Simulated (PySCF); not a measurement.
## Run report: Si₂PH₅, core-level calculation

Si₂PH₅, SMILES [SiH]P[SiH3], computed with delta-SCF UKS SCAN, pcX-2 on the ionised atom, pcseg-1 elsewhere, spin-free X2C (PySCF 2.14.0).

Figures and captions count atoms from 1; the log counts them from 0 in places.

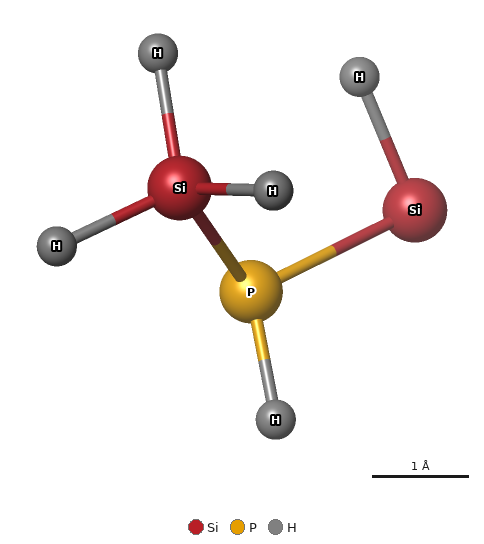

Figure 1. The structure as given in the input (ball-and-stick view, seen at a tilt). Bond lengths as drawn: H–P 1.42 Å, H–Si 1.49 to 1.53 Å and P–Si 2.18 to 2.24 Å.

Key numbers:

- outcome: converged
- hardware: 1 CPU thread, shared host
- wall time: 31 s
- peak memory: 0.43 GiB

Remarks:

The core-hole state is spin-contaminated.

The input:
```
{"job": {"kind": "xps", "holes": 5}, "charge": 0, "multiplicity": 1}
Si     2.601624     0.018864     0.299449
P      0.799046     0.018437    -0.933734
Si    -1.180097    -0.000004     0.113161
H      1.871493     0.945978     1.279804
H      0.792015    -1.079051    -1.832903
H     -1.429168    -1.276984     0.847180
H     -1.127352     1.138754     1.073684
H     -2.281483     0.205321    -0.874641
```

The first line tells a small driver script what to run in PySCF; the rest is the geometry in Å.

Launch command:
```bash
OMP_NUM_THREADS=1 python <driver script> task.json out
```

Output:
```
ground state, core basis on atom 0 (Si), 121 functions
  cycle   1  E = -925.19551876  |g| = 2.28e-01
  cycle   2  E = -925.13990862  |g| = 4.17e-01
  cycle   3  E = -925.20892274  |g| = 9.57e-02
  cycle   4  E = -925.21311609  |g| = 3.32e-02
  cycle   5  E = -925.21359249  |g| = 6.06e-03
  cycle   6  E = -925.21360293  |g| = 2.06e-03
  cycle   7  E = -925.21360641  |g| = 5.45e-04
  cycle   8  E = -925.21360488  |g| = 1.37e-04
  E(ground) = -925.25480509 Eh
hole in Si 2p of atom 0
  cycle   1  E = -920.92997432  |g| = 1.22e+00
  cycle   2  E = -920.07917777  |g| = 1.39e+00
[... 15 cycles left out ...]
  E(ion) = -921.32847448 Eh   <S^2> = 1.0968   hole on atom = 1.003   binding energy = 106.841 eV
  2p3/2 = 106.493 eV   2p1/2 = 107.138 eV
ground state, core basis on atom 1 (P), 121 functions
[... 7 cycles left out ...]
  E(ground) = -925.28752499 Eh
hole in P 2p of atom 1
[... 10 cycles left out ...]
  E(ion) = -920.27903748 Eh   <S^2> = 0.7540   hole on atom = 1.002   binding energy = 136.288 eV
  2p3/2 = 135.951 eV   2p1/2 = 136.839 eV
ground state, core basis on atom 2 (Si), 121 functions
[... 7 cycles left out ...]
  E(ground) = -925.25549026 Eh
hole in Si 2p of atom 2
[... 3 cycles left out ...]
  cycle   4  E = -921.20548846  |g| = 2.49e-01
  cycle   5  E = -921.24298150  |g| = 1.51e-01
  cycle   6  E = -921.26144927  |g| = 2.52e-02
  cycle   7  E = -921.26197201  |g| = 7.78e-03
  cycle   8  E = -921.26203098  |g| = 1.43e-03
  cycle   9  E = -921.26203393  |g| = 8.82e-04
  cycle  10  E = -921.26203662  |g| = 6.97e-04
  cycle  11  E = -921.26204121  |g| = 6.21e-04
  cycle  12  E = -921.26204717  |g| = 5.10e-04
  cycle  13  E = -921.26205444  |g| = 2.92e-04
  E(ion) = -921.31467421 Eh   <S^2> = 0.7588   hole on atom = 1.002   binding energy = 107.235 eV
  2p3/2 = 107.004 eV   2p1/2 = 107.628 eV
```

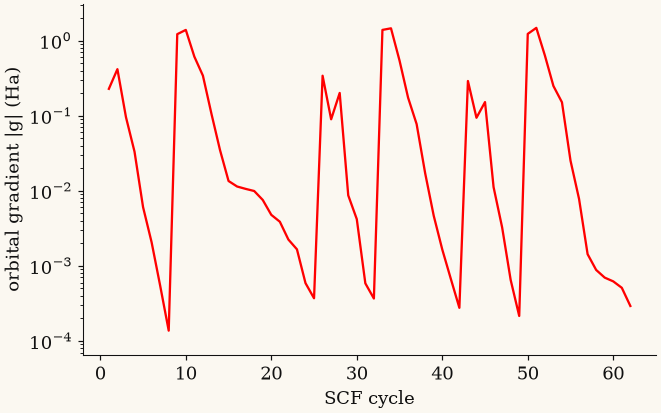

Figure 2. Convergence of the self-consistent field: orbital gradient |g| against the SCF cycle. All cycles printed in the log are drawn one after another.

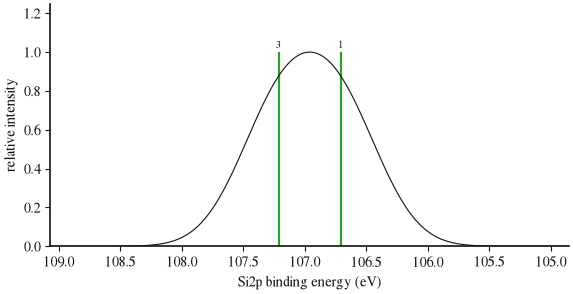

Figure 3. Si2p binding energies by ΔSCF of the atoms computed, labelled by atom number, with a Gaussian envelope of 0.8 eV full width. They run from 106.71 eV (atom 1) to 107.21 eV (atom 3).
